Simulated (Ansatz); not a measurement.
AlBFH3O2 (SMILES B[O][Al]([OH])[F])

```xyz
8

B    -0.2392    1.9278    0.0394
O    -0.0564    0.6166   -0.1352
Al    0.1468   -1.0233   -0.3335
O     0.2694   -2.0058    1.0204
F     0.2235   -1.6359   -1.8531
H    -1.3581    2.3634    0.1172
H     0.7182    2.6527    0.1144
H     0.3880   -2.9527    0.9745
```

Geometry: PBE0-D4/def2-TZVP.

Theory: RKS PBE0-D4/def2-TZVPP (Ansatz).

Question: What will maps of the electron density and electron localisation function show?

Answer: B–O (1.34 Å): the density is about 2.2 e/Å³ at the midpoint; the ELF peaks at about 0.90 between the atoms, as expected for a short, strongly polar bond.
Al–F (1.64 Å): ρ is about 0.92 e/Å³ halfway; the ELF peaks at about 0.85 in the valence shell of F, 0.6 Å from its nucleus, and is about 0.30 at the midpoint.
Al–O (1.66 Å): the density is about 0.93 e/Å³ at the midpoint; the ELF peaks at about 0.85 in the valence shell of O, 0.6 Å from its nucleus, and is about 0.30 at the midpoint.
O–H (0.96 Å): ρ at the midpoint is about 3.8 e/Å³; the ELF climbs to about 1 towards the hydrogen, as it does in any bond to H.

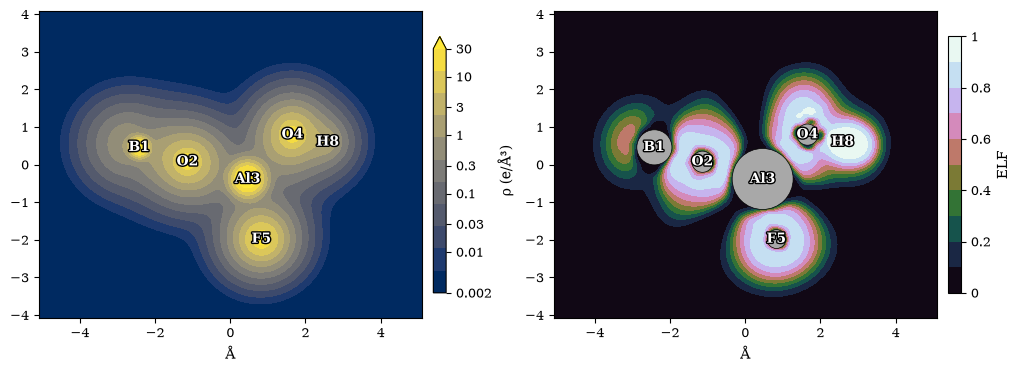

Computed electron density and electron localisation function on the plane of atoms O2, Al3 and F5, in this order. Grey discs cover the atomic cores in the ELF map. 
